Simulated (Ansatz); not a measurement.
# As2Te (charge +1, doublet): what the fields show

```tsv
atom	x (Å)	y (Å)	z (Å)
As	-0.7445	-1.1580	0.1682
As	0.0138	0.7867	1.1420
Te	0.7307	0.3712	-1.3102
```

Geometry: PBE-D4/def2-TZVP; core potentials replace the inner electrons of Te.

Level of theory: Ansatz, UKS PBE0-D4/def2-TZVP.

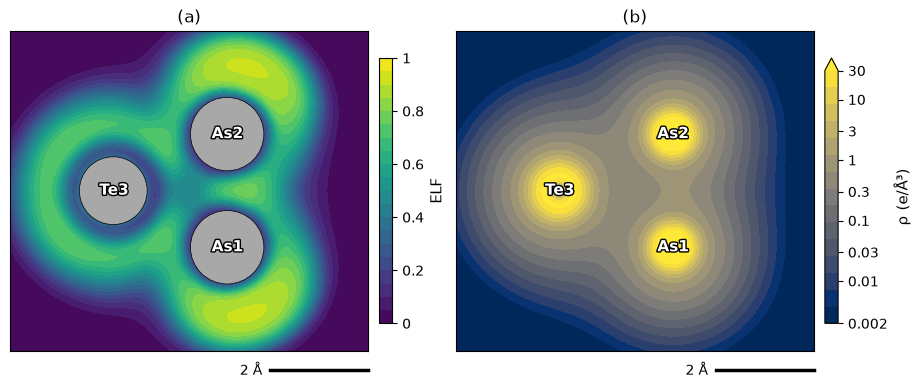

Figure 1. (a) ELF; (b) electron density on the molecular plane. Grey discs cover the atomic cores in the ELF map.

What does the map show?

Answer.
- The section cuts through As and Te sites.
- As–As (2.30 Å): ρ at the midpoint is about 0.71 e/Å³; the ELF peaks at about 0.75 between the atoms.
- Te–As (2.59 Å): ρ is about 0.51 e/Å³ halfway; the ELF peaks at about 0.65 between the atoms.
- The ELF also peaks beside As1 and As2, away from the bonds: non-bonding electrons, paired or unpaired.

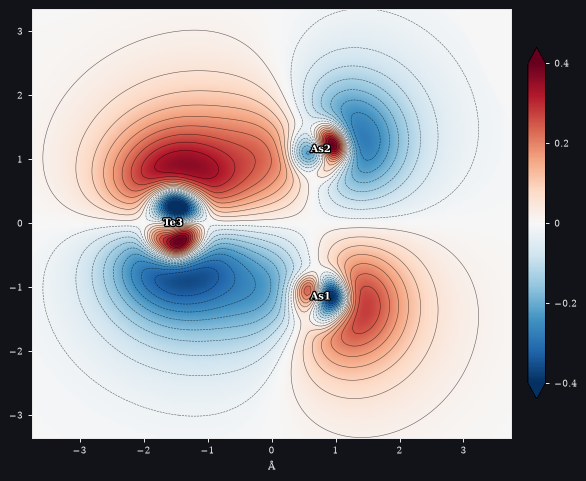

Figure 2. The HOMO (β) on the molecular plane (values in Å⁻³ᐟ²; the overall sign is arbitrary).

What is the character of this orbital?

Answer. By Hirshfeld shares it lies mainly on Te3 (about 55 %), As1 (about 20 %) and As2 (about 20 %); it is symmetric in the molecular plane (an in-plane orbital: σ, lone-pair or in-plane π type). Its energy is −13.23 eV.

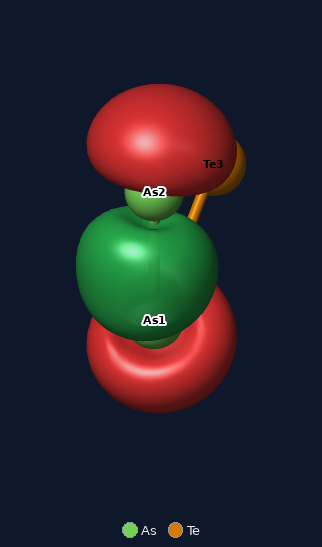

Figure 3. The HOMO−1 (β) at ±0.15 Å⁻³ᐟ² (green and red are the two phases), seen at an oblique angle.

What is the character of this orbital?

Answer. It lies mainly on As1 (about 45 %), As2 (about 45 %) and Te3 (about 10 %); it is symmetric in the molecular plane (an in-plane orbital: σ, lone-pair or in-plane π type). Its energy is −13.45 eV.
